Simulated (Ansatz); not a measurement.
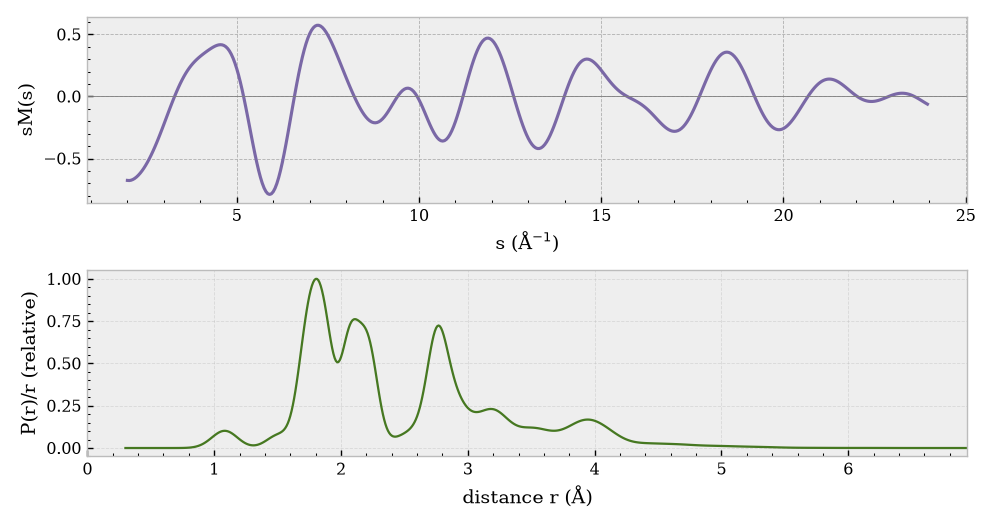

Simulated gas electron diffraction: reduced molecular intensity sM(s) from the Debye equation in the first Born approximation (top) and the radial distribution curve (bottom) of CH₆AlFOSSi. Each pair of atoms contributes with weight ZᵢZⱼ/r; damping constant 0.0015 Å²; vibrational amplitudes assumed, not computed: 0.05 Å for bonds, 0.078 Å for bonds to H, 0.06 + 0.015 r up to 0.15 Å for other pairs. The geometry is the end point of an optimisation (RKS PBE-D4/STO-3G in Ansatz 0.2.0); it may be a saddle point or a higher isomer.

Question: Assign the first 6 clear peaks of the radial distribution curve (– bonded, ··· not bonded).

Answer: Peak 1, 1.08 Å: O–H 1.03 Å, C–H 1.10 Å (×3), not resolved
Peak 2, 1.81 Å: Si–O 1.71 Å, Si–F 1.78 Å, Al–F 1.85 Å, Si–C 1.89 Å, not resolved
Peak 3, 2.11 Å: S–Si 2.07 Å, S–Al 2.22 Å, not resolved
Peak 4, 2.77 Å: F···O 2.75 Å, Si–Al 2.76 Å, S···F 2.82 Å, F···C 2.89 Å, O···C 2.97 Å, not resolved
Peak 5, 3.18 Å: F···H 3.09–3.19 Å (×3), S···H 3.17–3.18 Å (×2), S···O 3.21 Å, not resolved; in its flanks S···C 3.50 Å
Peak 6, 3.95 Å: S···H 3.86–4.03 Å (×2), Al···O 3.91 Å, Al···C 4.09 Å, not resolved; in its flanks Al···H 4.64–4.91 Å
